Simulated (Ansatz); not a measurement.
**U-revPBE/def2-SVP run of CH4ClGe (SMILES [CH3][GeH][Cl])**

Aim: the electronic atomisation energy of CH4ClGe at U-revPBE/def2-SVP, from 5 runs. 

The results are computed with Ansatz 0.2.0.

68 further runs of the same task are left out: 68 set aside as unsound or not needed.

### 1 The molecule

The species is CH4ClGe (7 atoms), meant as a doublet with charge 0. SMILES: `[CH3][GeH][Cl]`. The coordinates come from a PBE0-D4/def2-TZVP relaxation.

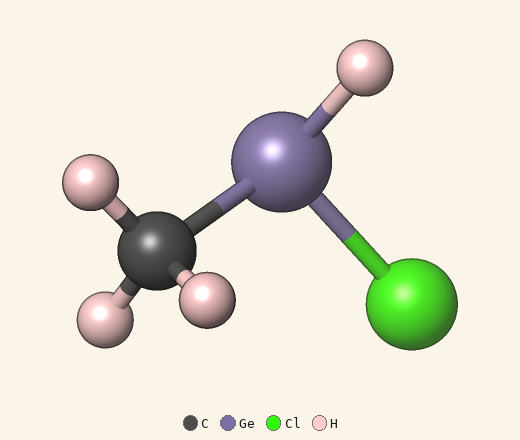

Viewed from a chosen angle; carbon dark grey, germanium purple, chlorine green, hydrogen pink.

### 2 The energy at U-revPBE/def2-SVP

The input, input.yaml:

```yaml
crystal:
  periodic: [false, false, false]
  atoms:
    - {symbol: C, position_ang: [-0.733100, 0.438400, -0.261900]}
    - {symbol: Ge, position_ang: [0.705400, -0.885500, -0.183100]}
    - {symbol: Cl, position_ang: [1.017000, -1.361700, 1.909500]}
    - {symbol: H, position_ang: [-0.433400, 1.314500, 0.317300]}
    - {symbol: H, position_ang: [-1.646200, 0.021400, 0.160800]}
    - {symbol: H, position_ang: [-0.909900, 0.729400, -1.298200]}
    - {symbol: H, position_ang: [2.061400, -0.324500, -0.690100]}
basis:
  gaussian:
    orbitals: def2-SVP
magnetization:
  spin_polarized: true
  initial_magnetization: 1
hamiltonian:
  xc: {name: revPBE}
accuracy: high
output: {orbitals: {seedname: orbitals}}
```

The run is started by

```console
$ ansatz run input.yaml --threads 1 --pin off --max-ram 3480MiB --events-out events.jsonl --progress --plain --runs-dir runs
```

What it wrote:

```text
Warning: RAYON_NUM_THREADS=1 ignored (pool sized by the plan → 1); use --threads N
Functional definition: revPBE
  name "revPBE"
  parameter kappa = 1.245
  parameter beta = 0.06672455060314922
  exchange = pbe_x(kappa = kappa, mu = beta*pi^2/3)
  correlation = pbe_c(beta = beta)
1779 factors; integrals over basis functions are off by at most 4.7e-9 eV
mean field evaluation 1: about -70117.5087 eV, gradient 3.9e1 eV
mean field evaluation 2: about -70103.3334 eV, gradient 5.8e1 eV
mean field evaluation 4: about -70124.4664 eV, gradient 3.2e0 eV
mean field evaluation 8: about -70124.5203 eV, gradient 5.1e-2 eV
mean field evaluation 16: about -70124.5203 eV, gradient 7.7e-6 eV
mean field -70124.52028399 eV, -2577.0285883295 hartree, gradient 6.6e-8 eV, S^2 0.751306; 0 other end points of the search recorded, 0 dependent functions left out
reference -70124.52028756 eV, -2577.0285884608 hartree; 30, 29 occupied and 54, 55 virtual orbitals, 1779 factors
Total energy: -70124.52028756 eV, -2577.0285884608 hartree
```

Run time: 8.7 s. Hardware: 1 thread of Arm Neoverse V1, shared host; peak memory 0.25 GiB.

### 3 The C atom

The input, job.yaml:

```yaml
crystal:
  periodic: [false, false, false]
  atoms:
    - {symbol: C, position_ang: [0.000000, 0.000000, 0.000000]}
basis:
  gaussian:
    orbitals: def2-SVP
hamiltonian:
  xc: {name: revPBE}
magnetization:
  spin_polarized: true
  initial_magnetization: 2
accuracy: high
```

The run is started by

```console
$ ansatz run job.yaml --threads 1 --pin off --max-ram 3480MiB --events-out events.jsonl --progress --plain --runs-dir runs
```

What it wrote, cut to the lines that bear on the results:

```text
Warning: RAYON_NUM_THREADS=1 ignored (pool sized by the plan → 1); use --threads N
[... 6 set-up lines as earlier in the session ...]
95 factors; integrals over basis functions are off by at most 1.9e-9 eV
mean field evaluation 1: about -1028.4691 eV, gradient 4.6e0 eV
mean field evaluation 2: about -1028.5735 eV, gradient 2.4e0 eV
mean field evaluation 4: about -1028.6184 eV, gradient 2.7e-1 eV
mean field evaluation 8: about -1028.6187 eV, gradient 4.3e-5 eV
mean field evaluation 16: about -1028.6187 eV, gradient 5.5e-2 eV
mean field evaluation 32: about -1028.6187 eV, gradient 4.5e-8 eV
mean field -1028.61867590 eV, -37.8010391166 hartree, gradient 4.5e-8 eV, S^2 2.002075; 2 other end points of the search recorded, 0 dependent functions left out
reference -1028.61867781 eV, -37.8010391868 hartree; 4, 2 occupied and 10, 12 virtual orbitals, 95 factors
Total energy: -1028.61867781 eV, -37.8010391868 hartree
```

Wall time 0.48 s (1 thread of Arm Neoverse V1, shared host).

### 4 The Cl atom, same level

The input, input.yaml:

```yaml
basis:
  gaussian:
    orbitals: def2-SVP
crystal:
  periodic: [false, false, false]
  atoms:
    - {symbol: Cl, position_ang: [0.000000, 0.000000, 0.000000]}
magnetization:
  spin_polarized: true
  initial_magnetization: 1
hamiltonian:
  xc: {name: revPBE}
accuracy: high
```

The run is started by

```console
$ ansatz run input.yaml --threads 1 --pin off --max-ram 3480MiB --events-out events.jsonl --progress --plain --runs-dir runs
```

What it wrote, cut to the lines that bear on the results:

```text
Warning: RAYON_NUM_THREADS=1 ignored (pool sized by the plan → 1); use --threads N
[... 6 set-up lines as earlier in the session ...]
134 factors; integrals over basis functions are off by at most 2.6e-9 eV
mean field evaluation 1: about -12514.5871 eV, gradient 3.3e0 eV
mean field evaluation 2: about -12514.6454 eV, gradient 1.4e0 eV
mean field evaluation 4: about -12514.6531 eV, gradient 3.6e-1 eV
mean field evaluation 8: about -12514.6536 eV, gradient 1.0e-4 eV
mean field evaluation 16: about -12514.6536 eV, gradient 9.3e-9 eV
mean field evaluation 32: about -12514.6538 eV, gradient 1.2e-1 eV
mean field -12514.65363042 eV, -459.9050381809 hartree, gradient 5.6e-9 eV, S^2 0.751741; 2 other end points of the search recorded, 0 dependent functions left out
reference -12514.65363159 eV, -459.9050382240 hartree; 9, 8 occupied and 9, 10 virtual orbitals, 134 factors
Total energy: -12514.65363159 eV, -459.9050382240 hartree
```

Run time: 1.1 s. Hardware: 1 thread of Arm Neoverse V1, shared host.

### 5 The Ge atom, same level

The input, input.yaml:

```yaml
crystal:
  periodic: [false, false, false]
  atoms:
    - {symbol: Ge, position_ang: [0.000000, 0.000000, 0.000000]}
basis:
  gaussian:
    orbitals: def2-SVP
magnetization:
  spin_polarized: true
  initial_magnetization: 2
accuracy: high
hamiltonian:
  xc: {name: revPBE}
```

Run the same way, it converges to -2076.50094 Eh (log not shown).

### 6 The H atom

The input, input.yaml:

```yaml
basis:
  gaussian:
    orbitals: def2-SVP
crystal:
  periodic: [false, false, false]
  atoms:
    - {symbol: H, position_ang: [0.000000, 0.000000, 0.000000]}
magnetization:
  spin_polarized: true
  initial_magnetization: 1
hamiltonian:
  xc: {name: revPBE}
accuracy: high
```

Run the same way, it converges to -0.50319 Eh (log not shown).

### 7 What came out

At U-revPBE/def2-SVP:

| quantity | value |
| --- | --- |
| molecule: total energy | -2577.02859 Eh |
| molecule: HOMO energy (highest over α and β) | -4.97 eV |
| molecule: LUMO energy (lowest over α and β) | -3.62 eV |
| molecule: ⟨S²⟩ | 0.751 |
| C atom: total energy | -37.80104 Eh |
| C atom: ⟨S²⟩ | 2.002 |
| Cl atom: total energy | -459.90504 Eh |
| Cl atom: ⟨S²⟩ | 0.752 |
| Ge atom: total energy | -2076.50094 Eh |
| Ge atom: ⟨S²⟩ | 2.002 |
| H atom: total energy | -0.50319 Eh |
| H atom: ⟨S²⟩ | 0.750 |
| electronic atomisation energy | 22.009 eV |

**Reading.** Taking the molecule apart into free atoms costs 22.01 eV (2123 kJ/mol), before zero-point energy and without spin-orbit coupling.
